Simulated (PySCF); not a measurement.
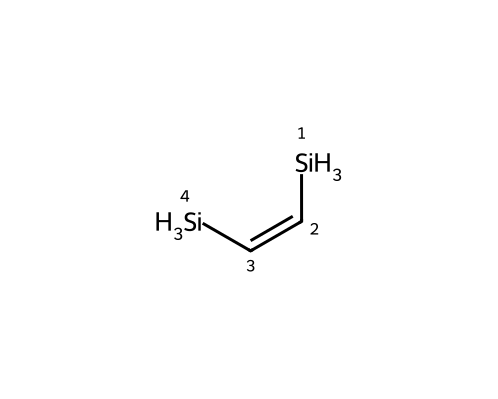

Skeletal drawing with numbered atoms; wedges and dashes mark any stereocentres. The configuration is that of a computed structure (GFN2-xTB).

What are the Cahn–Ingold–Prelog descriptors?

C2=C3: Z.

Write the isomeric SMILES.

[SiH3]/C=C\[SiH3]
